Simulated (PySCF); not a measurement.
# CH3BrClIn (SMILES [CH3][In]([Cl])[Br]): levels of theory compared

Wanted: a comparison of 6 runs (HF/3-21G, B3LYP/STO-3G, BP86/STO-3G, B3LYP/def2-SVP, PBE0/def2-SVP, MP2/def2-SVPD) of CH3BrClIn. The job is set up through a Python script.

Program for the calculation: PySCF 2.14.0.

### 1 The structure to begin with

The species is CH3BrClIn (7 atoms), meant as a singlet with charge 0. As SMILES, `[CH3][In]([Cl])[Br]`. Geometry: relaxed at PBE0-D4/def2-TZVP.

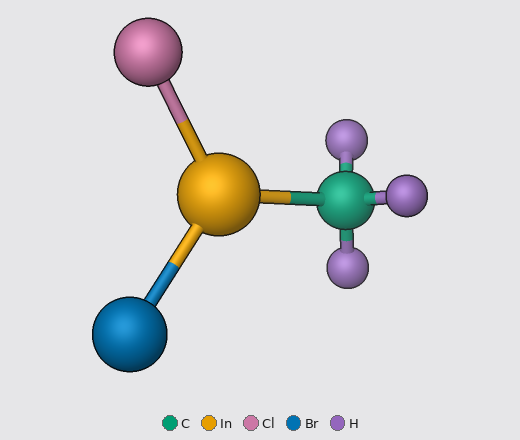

The structure, seen from a chosen angle (carbon teal, indium amber, chlorine pink, bromine blue, hydrogen purple).

### 2 Energy and forces at HF/3-21G (run 1)

File calc.py:

```python
import pyscf.grad
from pyscf import gto

molecule = gto.Mole()
molecule.atom = [
    ('C', (-0.131100, 1.135200, -0.020500)),
    ('In', (0.121500, -0.976700, 0.035700)),
    ('Cl', (1.857300, -2.020500, 1.178300)),
    ('Br', (-1.347200, -2.603200, -1.086800)),
    ('H', (-1.177600, 1.369000, -0.208100)),
    ('H', (0.193300, 1.560200, 0.928100)),
    ('H', (0.483800, 1.535900, -0.826600)),
]
molecule.basis = '3-21g'
molecule.spin = 0
molecule.max_memory = 1860
molecule.verbose = 3
molecule.build()

mf = molecule.RHF()
mf.conv_tol = 1e-10
mf.kernel()
if not mf.converged:
    mf = mf.newton().run(mf.mo_coeff, mf.mo_occ)

e_tot = mf.e_tot
print(f'total energy: {e_tot:.8f} hartree')
grad = mf.Gradients().kernel()
dip = mf.dip_moment()
pop, q = mf.mulliken_pop()
```

The run is started by

```
$ OMP_NUM_THREADS=1 python calc.py
```

Output:

```text
converged SCF energy = -8771.61619910902
total energy: -8771.61619911 hartree
[... 10 lines left out ...]
Dipole moment(X, Y, Z, Debye): -1.07420,  4.17743, -0.50351
[... 89 lines left out ...]
charge of    6H =      0.24100
```

Run time: 19 s. Hardware: 1 thread of Intel Xeon at 2.50GHz (Skylake/Cascade Lake), shared host; peak memory 0.16 GiB.

### 3 Energy and forces at B3LYP/STO-3G (run 2)

File job.py:

```python
# [CH3][In]([Cl])[Br]
import pyscf.grad
from pyscf import gto, dft

mol = gto.M(
    atom='''
C       -0.131100       1.135200      -0.020500
In       0.121500      -0.976700       0.035700
Cl       1.857300      -2.020500       1.178300
Br      -1.347200      -2.603200      -1.086800
H       -1.177600       1.369000      -0.208100
H        0.193300       1.560200       0.928100
H        0.483800       1.535900      -0.826600
''',
    max_memory=1860,
    basis='sto-3g',
    verbose=4,
    spin=0,
)

ks = dft.RKS(mol, xc='b3lyp')
ks.grids.level = 5
ks.conv_tol = 1e-10
ks.kernel()
if not ks.converged:
    ks = ks.newton().run(ks.mo_coeff, ks.mo_occ)

e_tot = ks.e_tot
print(f'total energy: {e_tot:.8f} hartree')
grad = ks.Gradients().kernel()
ks.analyze()
```

The run is started by

```
$ OMP_NUM_THREADS=1 python job.py
```

Output:

```text
PySCF version 2.14.0

[... 94 lines left out ...]
Two-electron Coulomb Energy =         4477.496937431544211
[... 10 lines left out ...]
MO #8   energy= -60.3410727967937  occ= 2
[... 8 lines left out ...]
MO #17  energy= -15.5172661485616  occ= 2
[... 8 lines left out ...]
MO #26  energy= -6.93606034707238  occ= 2
[... 8 lines left out ...]
MO #35  energy= -1.58410245726084  occ= 2
[... 8 lines left out ...]
MO #44  energy= -0.338003462911962 occ= 2
[... 8 lines left out ...]
MO #53  energy= -0.19759000628717  occ= 2
[... 8 lines left out ...]
MO #62  energy= 0.479669610267605  occ= 0
[... 72 lines left out ...]
Dipole moment(X, Y, Z, Debye): -1.09391,  2.53914, -0.61474
```

Wall time 40 s (1 thread of Intel Xeon at 2.50GHz (Skylake/Cascade Lake), shared host); peak memory 0.62 GiB.

### 4 Energy and forces at BP86/STO-3G (run 3)

File run.py:

```python
from pyscf import gto, dft

mol = gto.Mole()
mol.atom = '''
C     -0.247743     2.145217    -0.038739
In     0.229602    -1.845696     0.067463
Cl     3.509788    -3.818192     2.226664
Br    -2.545839    -4.919335    -2.053754
H     -2.225341     2.587035    -0.393252
H      0.365284     2.948351     1.753855
H      0.914249     2.902430    -1.562048
'''
mol.max_memory = 1860
mol.basis = 'sto-3g'
mol.unit = 'bohr'
mol.verbose = 3
mol.build()

myscf = dft.RKS(mol)
myscf.xc = 'bp86'
myscf.grids.level = 5
myscf.conv_tol = 1e-10
myscf.kernel()
if not myscf.converged:
    myscf = myscf.newton().run(myscf.mo_coeff, myscf.mo_occ)

e_tot = myscf.e_tot
print('E = %.10f Eh' % e_tot)
grad = myscf.nuc_grad_method().kernel()
dip = myscf.dip_moment()
pop, q = myscf.mulliken_pop()
```

The run is started by

```
$ OMP_NUM_THREADS=1 python run.py
```

Output:

```text
converged SCF energy = -8726.26076047914
E = -8726.2607604791 Eh
--------------- RKS gradients ---------------
         x                y                z
0 C    -0.0076764962     0.0553044356    -0.0015894192
1 In     0.0074469523    -0.0078912391     0.0051085870
2 Cl     0.0131593640    -0.0065706020     0.0087045103
3 Br    -0.0164995556    -0.0157902376    -0.0124086710
4 H     0.0091456569    -0.0075495446     0.0011229140
5 H    -0.0013267551    -0.0091858693    -0.0075760230
6 H    -0.0043015859    -0.0082437709     0.0066617033
----------------------------------------------
Dipole moment(X, Y, Z, Debye): -1.10615,  2.38284, -0.63720
 ** Mulliken pop  **
pop of  0 C 1s            1.98978
pop of  0 C 2s            1.24346
pop of  0 C 2px           1.01859
pop of  0 C 2py           1.11335
pop of  0 C 2pz           1.01785
pop of  1 In 1s           2.00000
pop of  1 In 2s           1.99969
pop of  1 In 3s           1.99832
pop of  1 In 4s           2.00721
pop of  1 In 5s           1.11352
pop of  1 In 2px          2.00007
pop of  1 In 2py          2.00007
pop of  1 In 2pz          2.00007
pop of  1 In 3px          1.99745
pop of  1 In 3py          1.99765
pop of  1 In 3pz          1.99745
pop of  1 In 4px          1.98660
pop of  1 In 4py          1.99048
pop of  1 In 4pz          1.98541
pop of  1 In 5px          0.42385
pop of  1 In 5py          0.61206
pop of  1 In 5pz          0.36306
pop of  1 In 3dxy         1.99906
pop of  1 In 3dyz         1.99953
pop of  1 In 3dz^2        1.99882
pop of  1 In 3dxz         1.99857
pop of  1 In 3dx2-y2      1.99812
pop of  1 In 4dxy         1.97209
pop of  1 In 4dyz         1.98603
pop of  1 In 4dz^2        1.96416
pop of  1 In 4dxz         1.95631
pop of  1 In 4dx2-y2      1.94391
pop of  2 Cl 1s           1.99997
pop of  2 Cl 2s           1.99889
pop of  2 Cl 3s           1.99899
pop of  2 Cl 2px          1.99389
pop of  2 Cl 2py          1.99743
pop of  2 Cl 2pz          1.99630
pop of  2 Cl 3px          1.70086
pop of  2 Cl 3py          1.87860
pop of  2 Cl 3pz          1.80959
pop of  3 Br 1s           2.00000
pop of  3 Br 2s           1.99981
pop of  3 Br 3s           1.99945
pop of  3 Br 4s           1.98071
pop of  3 Br 2px          1.99990
pop of  3 Br 2py          1.99990
pop of  3 Br 2pz          1.99992
pop of  3 Br 3px          1.99368
pop of  3 Br 3py          1.99359
pop of  3 Br 3pz          1.99499
pop of  3 Br 4px          1.72495
pop of  3 Br 4py          1.72848
pop of  3 Br 4pz          1.77427
pop of  3 Br 3dxy         1.99937
pop of  3 Br 3dyz         1.99961
pop of  3 Br 3dz^2        1.99989
pop of  3 Br 3dxz         1.99966
pop of  3 Br 3dx2-y2      1.99987
pop of  4 H 1s            0.92202
pop of  5 H 1s            0.92068
pop of  6 H 1s            0.92216
 ** Mulliken atomic charges  **
charge of    0C =     -0.38302
charge of    1In =      0.71043
charge of    2Cl =     -0.37450
charge of    3Br =     -0.18805
charge of    4H =      0.07798
charge of    5H =      0.07932
charge of    6H =      0.07784
```

Run time: 35 s. Hardware: 1 thread of Intel Xeon at 2.50GHz (Skylake/Cascade Lake), shared host; peak memory 0.62 GiB.

Runs 4 to 5 aren't shown in full; the table further down has their settings and results.

### 5 Energy and forces at MP2/def2-SVPD (core potential) (run 6)

File job.py:

```python
import pyscf.grad
from pyscf import gto, mp

mol = gto.Mole()
mol.atom = '''
C   -0.131100   1.135200  -0.020500
In   0.121500  -0.976700   0.035700
Cl   1.857300  -2.020500   1.178300
Br  -1.347200  -2.603200  -1.086800
H   -1.177600   1.369000  -0.208100
H    0.193300   1.560200   0.928100
H    0.483800   1.535900  -0.826600
'''
mol.ecp = {'In': 'def2-svp'}
mol.max_memory = 1860
mol.verbose = 4
mol.basis = 'def2-svpd'
mol.build()

mf = mol.RHF()
mf.conv_tol = 1e-10
mf.kernel()
if not mf.converged:
    mf = mf.newton().run(mf.mo_coeff, mf.mo_occ)

pt = mp.MP2(mf, frozen=19).run()
e_tot = pt.e_tot
print('Final energy', e_tot)
grad = pt.Gradients().kernel()
dip = mf.dip_moment()
pop, q = mf.mulliken_pop()
```

The run is started by

```
$ OMP_NUM_THREADS=1 python job.py
```

Output:

```text
PySCF version 2.14.0

[... 65 lines left out ...]
converged SCF energy = -3260.37887377359
[... 8 lines left out ...]
Final energy -3261.000454862482
[... 10 lines left out ...]
Dipole moment(X, Y, Z, Debye): -0.64474,  3.61197, -0.23045
[... 152 lines left out ...]
charge of    6H =      0.05625
```

Run time: 3 min. Hardware: 1 thread of Intel Xeon at 2.50GHz (Skylake/Cascade Lake), shared host; peak memory 2 GiB.

### 6 All runs side by side

```csv
run,level,integration grid,core potential,energy (Eh),dipole moment (D) of the reference,HOMO energy (eV),LUMO energy (eV),wall time
1,HF/3-21G,–,–,-8771.616199,4.34,-10.93,0.92,19 s
2,B3LYP/STO-3G,5,–,-8725.631610,2.83,-4.76,1.14,40 s
3,BP86/STO-3G,5,–,-8726.260760,2.70,-3.65,0.46,35 s
4,B3LYP/def2-SVP (core potential),5,def2-svp,-3264.126094,3.39,-7.76,-1.76,79 s
5,PBE0/def2-SVP (core potential),5,def2-svp,-3263.522460,3.48,-8.10,-1.52,86 s
6,MP2/def2-SVPD (core potential),–,def2-svp,-3261.000455,3.68,-11.09,0.67,3 min
```

### 7 What came out

| quantity | value |
| --- | --- |
| run 6: total energy | -3261.00045 Eh |
| run 6: dipole moment (Hartree–Fock density) | 3.68 D |
| run 6: HOMO energy (Hartree–Fock orbitals) | -11.09 eV |
| run 6: LUMO energy (Hartree–Fock orbitals) | 0.67 eV |
| run 6: HOMO–LUMO gap (Hartree–Fock orbitals) | 11.76 eV |
| run 6: correlation energy (19 core orbitals frozen) | -621.6 mEh |
| run 6: largest force on an atom | 0.703 eV/Å |

**Reading.** Over runs 1, 2, 3, 4, 5 the dipole moment (its size) runs from 2.70 D (BP86/STO-3G) to 4.34 D (HF/3-21G). The two ends differ in method and basis. Over runs 1, 2, 3, 4, 5 the HOMO–LUMO gap runs from 4.11 eV (BP86/STO-3G) to 11.86 eV (HF/3-21G). Totals of different functionals can't be ranked against each other. Some runs of one species differ in core potentials or relativity; totals across that change don't compare. In runs 2, 3 the basis is minimal, so the values are rough. In runs 1, 2, 3 relativity is left out where basis or elements ask for it. All runs together took 7.3 min, the longest 3 min.
